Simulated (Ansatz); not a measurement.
Input

```
crystal:
  periodic: [false, false, false]
  atoms:
    - symbol: B
      position_ang: [-1.120143, 0.339108, -0.756773]
    - symbol: Cl
      position_ang: [-1.885912, 0.816937, 0.747778]
    - symbol: Cl
      position_ang: [2.085471, 0.938270, -0.410414]
    - symbol: F
      position_ang: [-1.735961, 0.620344, -1.888940]
    - symbol: F
      position_ang: [0.756306, -1.598472, 0.509147]
    - symbol: Si
      position_ang: [0.693378, -0.559571, -0.738158]
    - symbol: H
      position_ang: [1.071281, -1.301017, -1.964409]
basis:
  gaussian: {orbitals: def2-SVPD}
hamiltonian: {xc: pbe0}
output: {forces: true, orbitals: {seedname: orbitals}}
```

Launched as:

```sh
ansatz run input.yaml --threads 1 --pin off --max-ram 2610MiB --events-out events.jsonl --progress --plain --runs-dir runs
```

Geometry: B3LYP-D3(BJ)/def2-SVP.

Computed with isolated molecule in a Gaussian basis; Kohn-Sham density functional theory, functional PBE0 in Ansatz.

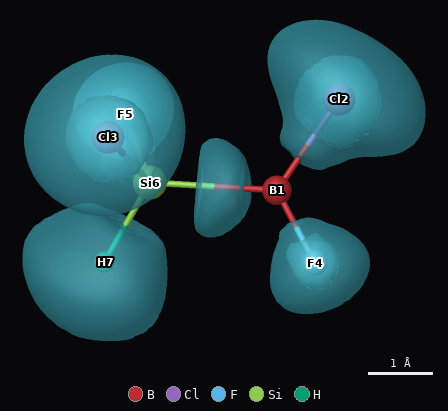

BCl$_{2}$F$_{2}$HSi. Isosurface of the ELF at 0.75 (cyan), seen across its widest extent. Only the valence region is drawn (cores and ρ < 0.01 e/Å³ removed).

**Describe the localisation domains.**

The ELF exceeds this value in one region between bonded B–Si atoms (shared pairs), one region around a hydrogen nucleus, two regions on Cl in which the atom's valence shell and bonds are merged, one region on F in which the atom's valence shell and bonds are merged and one region wrapped around F (its lone pairs, merged into a ring or cap). Profiles from the grid: B–F (1.32 Å): the ELF peaks at about 0.85 between the atoms: a polar covalent bond. Si–F (1.62 Å): the ELF peaks at about 0.85 in the valence shell of F, 0.6 Å from its nucleus, and is about 0.45 at the midpoint.
